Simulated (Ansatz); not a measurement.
# CH7NOSi (SMILES OCN[SiH3]): MP2/cc-pVDZ

Aim: the energy change on altering one bond length of CH7NOSi at MP2/cc-pVDZ, from 2 runs. 

The results are computed with Ansatz 0.2.0.

122 further runs of the same task are left out: 122 set aside as unsound or not needed.

## 1. Starting point

The species is CH7NOSi (11 atoms), meant as a singlet with charge 0. SMILES: `OCN[SiH3]`. The shape is that of a PBE0-D4/def2-TZVP optimisation. This is one conformer, not always the lowest.

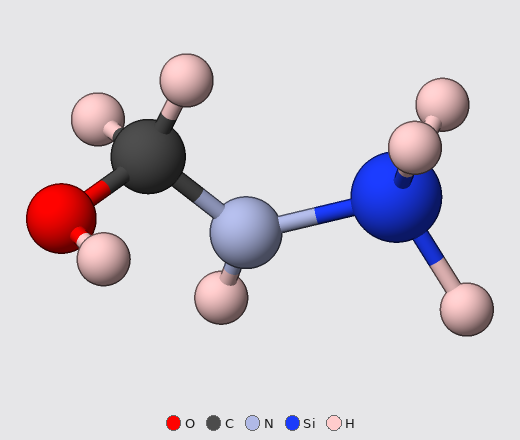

Viewed from a chosen angle; oxygen red, carbon dark grey, nitrogen light blue, silicon blue, hydrogen pink.

## 2. A single-point energy at MP2/cc-pVDZ

Input file molecule.yaml:

```yaml
crystal:
  periodic: [false, false, false]
  atoms:
    - {symbol: O, position_ang: [-1.208000, 1.808500, -0.668400]}
    - {symbol: C, position_ang: [-0.009800, 1.197800, -0.260600]}
    - {symbol: "N", position_ang: [0.021500, -0.204300, -0.552200]}
    - {symbol: Si, position_ang: [0.472500, -1.425900, 0.571200]}
    - {symbol: H, position_ang: [-1.930700, 1.291100, -0.299300]}
    - {symbol: H, position_ang: [0.776900, 1.753100, -0.781300]}
    - {symbol: H, position_ang: [0.150800, 1.320600, 0.820400]}
    - {symbol: H, position_ang: [0.033200, -0.410500, -1.539700]}
    - {symbol: H, position_ang: [-0.212700, -1.140500, 1.860100]}
    - {symbol: H, position_ang: [1.934400, -1.515500, 0.858100]}
    - {symbol: H, position_ang: [0.037100, -2.731600, 0.012700]}
basis:
  gaussian:
    orbitals: cc-pVDZ
total_charge: 0
accuracy: high
correlation:
  method: mp2
  frozen_orbitals: {C: 1, H: 0, "N": 1, O: 1, Si: 5}
```

Run with:

```console
ansatz run molecule.yaml --threads 1 --pin off --max-ram 3480MiB --events-out events.jsonl --progress --plain --runs-dir runs
```

The program printed:

```text
Warning: RAYON_NUM_THREADS=1 ignored (pool sized by the plan → 1); use --threads N
Functional definition: HF
  name "HF"
  exchange = exact_x
  correlation = 0
2308 factors; integrals over basis functions are off by at most 3.8e-9 eV
mean field evaluation 1: about -12519.6239 eV, gradient 3.5e1 eV
mean field evaluation 2: about -12519.7538 eV, gradient 3.5e1 eV
mean field evaluation 4: about -12522.6181 eV, gradient 3.2e0 eV
mean field evaluation 8: about -12522.6565 eV, gradient 1.1e-1 eV
mean field -12522.65651308 eV, -460.1991386942 hartree, gradient 7.9e-8 eV, S^2 0.000000; 0 other end points of the search recorded, 0 dependent functions left out
8 core orbitals not correlated: weight in the atoms' cores, before any rotation towards them, 1.000 or more for the frozen orbitals, at most 0.000 for the correlated occupied ones
reference -12522.65651308 eV, -460.1991386942 hartree; 13, 13 occupied and 74, 74 virtual orbitals, 2308 factors
second order -16.40758162 eV of doubles, -0.00000000 eV of singles
Total energy: -12539.06409469 eV, -460.8021061971 hartree
```

Wall time 2.7 s (1 thread of Intel Xeon 6975P-C (Granite Rapids), shared host); peak memory 0.29 GiB.

## 3. The distorted shape

Input file job.yaml:

```yaml
crystal:
  periodic: [false, false, false]
  atoms:
    - {symbol: O, position_ang: [-1.213850, 1.911600, -0.174650]}
    - {symbol: C, position_ang: [-0.015650, 1.300900, 0.233150]}
    - {symbol: N, position_ang: [0.015650, -0.101200, -0.058450]}
    - {symbol: Si, position_ang: [0.466650, -1.322800, 1.064950]}
    - {symbol: H, position_ang: [-1.936550, 1.394200, 0.194450]}
    - {symbol: H, position_ang: [0.771050, 1.856200, -0.287550]}
    - {symbol: H, position_ang: [0.144950, 1.423700, 1.314150]}
    - {symbol: H, position_ang: [0.033200, -0.410500, -1.539700]}
    - {symbol: H, position_ang: [-0.218550, -1.037400, 2.353850]}
    - {symbol: H, position_ang: [1.928550, -1.412400, 1.351850]}
    - {symbol: H, position_ang: [0.031250, -2.628500, 0.506450]}
basis:
  gaussian: {orbitals: cc-pVDZ}
correlation: {method: mp2, frozen_orbitals: {C: 1, H: 0, "N": 1, O: 1, Si: 5}}
accuracy: high
```

Run with:

```console
ansatz run job.yaml --threads 1 --pin off --max-ram 3480MiB --events-out events.jsonl --progress --plain --runs-dir runs
```

The program printed:

```text
Warning: RAYON_NUM_THREADS=1 ignored (pool sized by the plan → 1); use --threads N
[... 4 set-up lines as earlier in the session ...]
2316 factors; integrals over basis functions are off by at most 3.9e-9 eV
mean field evaluation 1: about -12516.6950 eV, gradient 3.5e1 eV
mean field evaluation 2: about -12516.8288 eV, gradient 3.5e1 eV
mean field evaluation 4: about -12519.9356 eV, gradient 3.6e0 eV
mean field evaluation 8: about -12519.9958 eV, gradient 9.9e-2 eV
mean field -12519.99584096 eV, -460.1013607975 hartree, gradient 8.7e-8 eV, S^2 0.000000; 0 other end points of the search recorded, 0 dependent functions left out; unrestricted orbitals would lower it
mean field evaluation 16: about -12519.8994 eV, gradient 2.2e0 eV
8 core orbitals not correlated: weight in the atoms' cores, before any rotation towards them, 1.000 or more for the frozen orbitals, at most 0.000 for the correlated occupied ones
reference -12519.99584096 eV, -460.1013607975 hartree; 13, 13 occupied and 74, 74 virtual orbitals, 2316 factors
second order -16.78720247 eV of doubles, -0.00000000 eV of singles
Total energy: -12536.78304343 eV, -460.7182791093 hartree
```

Run time: 3 s. Hardware: 1 thread of Intel Xeon 6975P-C (Granite Rapids), shared host; peak memory 0.3 GiB.

## 4. Results

Level: MP2/cc-pVDZ, 8 core orbitals frozen.

| quantity | value |
| --- | --- |
| first shape: total energy | -460.80211 Eh |
| first shape: correlation energy (8 core orbitals frozen) | -603.0 mEh |
| distorted shape: total energy | -460.71828 Eh |
| distorted shape: correlation energy (8 core orbitals frozen) | -616.9 mEh |
| energy change with the N3–H8 bond stretched from 1.009 to 1.513 Å | 2.281 eV |

In words: One bond (distorted shape) is far stretched, which a spin-restricted single reference describes badly; perturbation theory on it can break down and give far too much correlation. With the N3–H8 bond stretched from 1.009 to 1.513 Å the energy rises by 2.28 eV (220 kJ/mol). The first shape isn't relaxed at this level, so the change isn't measured from a minimum. A restricted reference can't describe the breaking bond well at this length. The restricted solution (distorted shape) is unstable to spin breaking: an unrestricted one lies lower.
